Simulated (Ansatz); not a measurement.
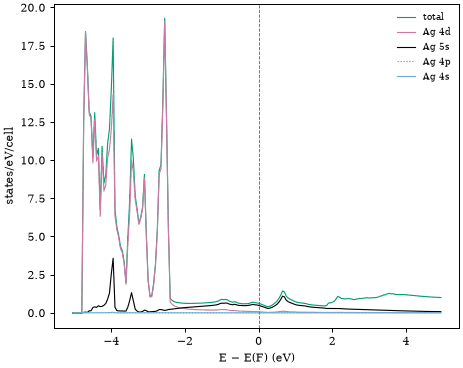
Fig. 1. Total and projected density of states of Ag (diamond, Fd-3m), PBE (plane waves, PAW; program Ansatz)

Problem. Which orbitals carry the states next to the Fermi level?

Solution. Within 0.5 eV of the Fermi level: Ag 5s 77 %, Ag 4d 12 %, outside the projected shells 11 %. Projections are on Löwdin-orthogonalised atomic valence shells; empty p or d shells of many metals are not among them.

Problem. Where is the tallest occupied peak in this window, and what makes it?

Solution. Near -2.5 eV, about 19 states/eV per cell; the largest projected share is Ag 4d.

The start of the workflow was typed in or built on a structure type; neither database checked (COD, Materials Project) lists it. It is not the phase usual at ambient conditions (space group No. 225). The PBE relaxation kept the symmetry of its start; its stability against distortions is not shown here. No spin polarisation was allowed. Scalar-relativistic: spin–orbit coupling is off unless named, which matters more the heavier the elements.

Potentials: the earlier of the program's two PAW sets.
